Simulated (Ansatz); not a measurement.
# Cu2F (charge +1): single-point calculation

The run: single-point calculation of Cu2F, charge +1, multiplicity 3. Method and program: UKS PBE0-D4/def2-TZVP (Ansatz 0.2.0).

The geometry comes from this level: PBE-D4/def2-TZVP.

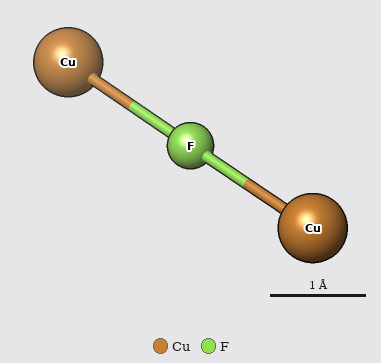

*The input geometry (ball-and-stick view, seen at an oblique angle). Sticks mark near contacts.*

Bond lengths as drawn: Cu–F 1.88 Å.

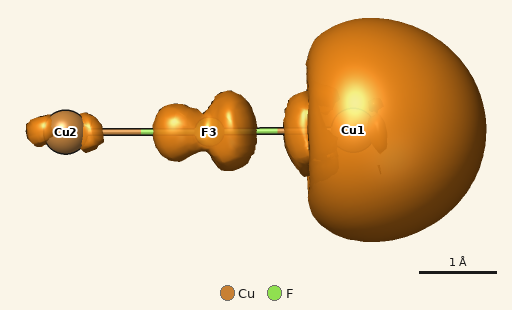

*Isosurfaces of the spin density at +0.03 (orange) and −0.03 e/Å³ (purple), seen from the side.*

The unpaired spin (2 electrons) lies mostly on Cu1 (about 1.8) and F3 (about 0.1), in electrons by Hirshfeld's partition.

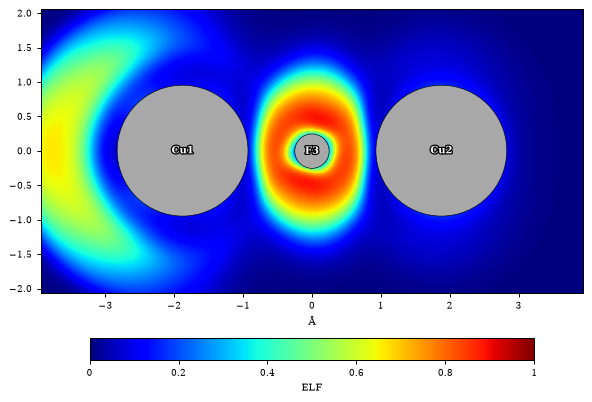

*ELF on a plane that holds the molecular axis. Grey discs, where drawn, cover atomic cores.*

The section cuts through Cu and F sites. Cu–F (1.88 Å): the ELF peaks at about 0.85 in the valence shell of F, 0.5 Å from its nucleus, and is about 0.10 at the midpoint.

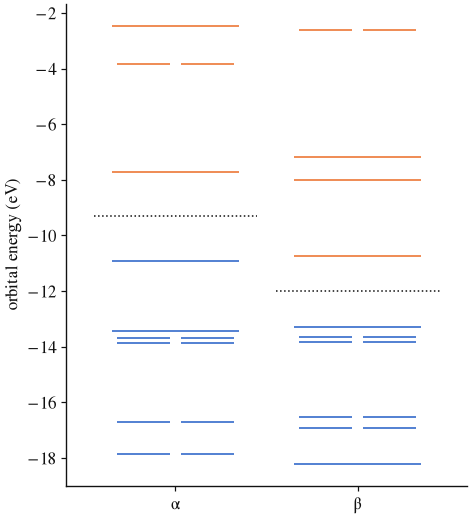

*Orbital energies near the frontier for α and β spins; the dotted line parts filled from empty levels, and levels within 0.02 eV of each other stand side by side.*

α: highest filled −10.91 eV, lowest empty −7.72 eV, 3.19 eV apart; β: highest filled −13.28 eV, lowest empty −10.73 eV, 2.55 eV apart.

The input and output of the run follow.

**The input**
```yaml
crystal:
  periodic: [false, false, false]
  atoms:
    - {symbol: Cu, position_ang: [0.542558, 1.492018, -1.005008]}
    - {symbol: Cu, position_ang: [-0.547089, -1.491084, 1.003921]}
    - {symbol: F, position_ang: [0.004519, -0.000934, 0.001078]}
basis:
  gaussian: {orbitals: def2-TZVP, initial_orbitals: start.molden}
total_charge: 1
magnetization: {spin_polarized: true, initial_magnetization: 2}
hamiltonian: {xc: pbe0, dispersion: d4}
output: {orbitals: {seedname: orbitals}}
```

Launch command:
```bash
ansatz run in.yaml --threads 4 --pin off --events-out ev --progress --plain --max-ram 3916MiB
```

**What the program printed**
```
Functional definition: PBE0
  name "PBE0"
  cite "Adamo & Barone, J. Chem. Phys. 110, 6158 (1999) doi:10.1063/1.478522"
  cite "Perdew, Burke & Ernzerhof, Phys. Rev. Lett. 77, 3865 (1996) doi:10.1103/PhysRevLett.77.3865"
  parent pbe
  parameter a = 0.25
  parameter kappa = 0.804
  parameter beta = 0.06672455060314922
  exchange = (1 - a)*pbe_x(kappa = kappa, mu = beta*pi^2/3) + a*exact_x
  correlation = pbe_c(beta = beta)
1151 factors; integrals over basis functions are off by at most 8.1e-4 eV
mean field evaluation 1: about -91974.5343 eV, gradient 8.2e0 eV
mean field evaluation 2: about -91974.7152 eV, gradient 3.2e-1 eV
mean field evaluation 4: about -91974.7916 eV, gradient 6.2e-3 eV
mean field evaluation 8: about -91975.2100 eV, gradient 1.8e0 eV
mean field evaluation 16: about -91975.2258 eV, gradient 1.3e-4 eV
mean field evaluation 32: about -91974.7906 eV, gradient 7.0e-1 eV
mean field evaluation 64: about -91975.1287 eV, gradient 5.4e-1 eV
mean field -91975.22577673 eV, -3380.0272042475 hartree, gradient 1.0e-5 eV, S^2 2.001842; 8 other end points of the search recorded, 0 dependent functions left out
reference -91975.22581835 eV, -3380.0272057772 hartree; 34, 32 occupied and 87, 89 virtual orbitals, 1151 factors
Total energy: -91975.26775353 eV, -3380.0287468667 hartree
```

**Results in brief**

- outcome: converged
- total energy: −91975.2678 eV
- mean-field energy: −91975.2258 eV
- dispersion energy: −0.0419 eV
- ⟨S²⟩: 2.002
- SCF solution under orbital rotations: stable
- HOMO (either spin): −10.91 eV
- LUMO (either spin): −10.73 eV
- hardware: 4 threads of Arm Neoverse N1, 23 GiB of memory available, shared host
- wall time: 19 s (CPU time 70 s)
- peak memory: 0.42 GiB
